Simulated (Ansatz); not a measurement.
Base system: BaTiO₃ (space group P4mm, No. 99; a = 3.972 Å, c = 4.113 Å).

Now apply this change: a hydrostatic pressure of 1.8 GPa.

The values are results of Ansatz (a first-principles code) r2SCAN, no SOC, not measurements.

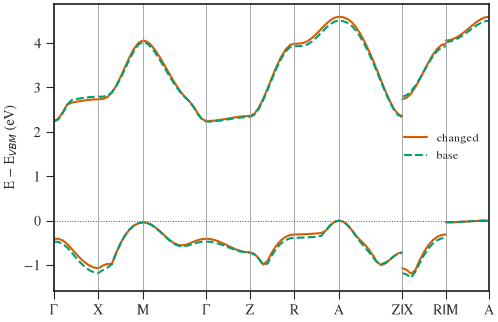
*Highest valence and lowest conduction band along the path, each from its own valence-band maximum*

The gap is 2.24 eV, indirect, A → Γ; the base has 2.23 eV.

Load acts through the strain it causes; cell and atoms are relaxed under it. Stability against distortions was not tested. All final runs are without spin polarisation.
